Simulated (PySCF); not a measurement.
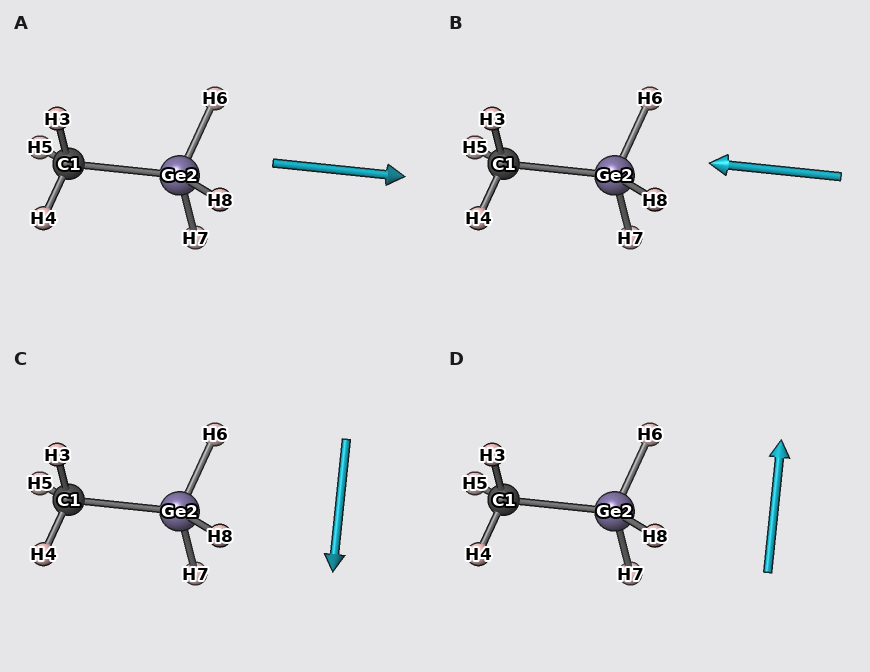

The same molecule four times, each with an arrow. Computed geometry: PBE0-D3(BJ)/def2-SVP optimisation. No frequency run is at hand to confirm it as a minimum. Properties computed with PBE0/aug-cc-pVDZ, gas phase (PySCF 2.14.0).

### Which arrow points along the dipole moment, from the negative to the positive end?

B. The dipole moment is 0.71 D; it points from the side of H6, H7, H8 to the side of H3, H4, H5 (the outermost atoms at the two ends).
